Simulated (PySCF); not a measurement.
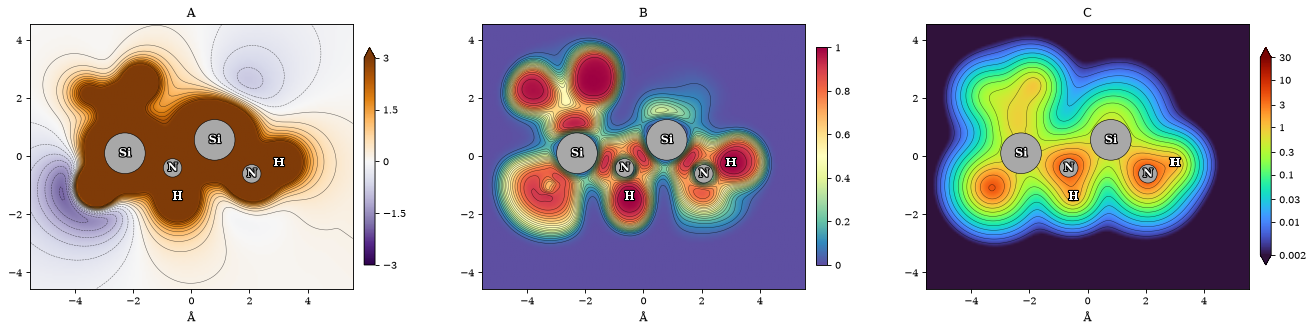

CH$_{11}$N$_{3}$OSi$_{2}$: 3 fields on the plane of atoms N4, Si5 and N6, with unlabelled colour scales. Grey discs cover the atomic cores.

Geometry: GFN2-xTB.

These are results of CAM-B3LYP/def2-SVPD, SCF density, gas phase in PySCF 2.14.0, not measurements.

> The panels show electron density, electron localisation function and electrostatic potential in some order. Assign them.

Panel A: electrostatic potential (strongly positive close to the atoms, with negative regions outside electron-rich atoms). Panel B: electron localisation function. Panel C: electron density. From the grid: Si–N (1.73 Å): ρ at the midpoint is about 1.1 e/Å³; the ELF peaks at about 0.90 between the atoms: a shared but strongly polarised pair.
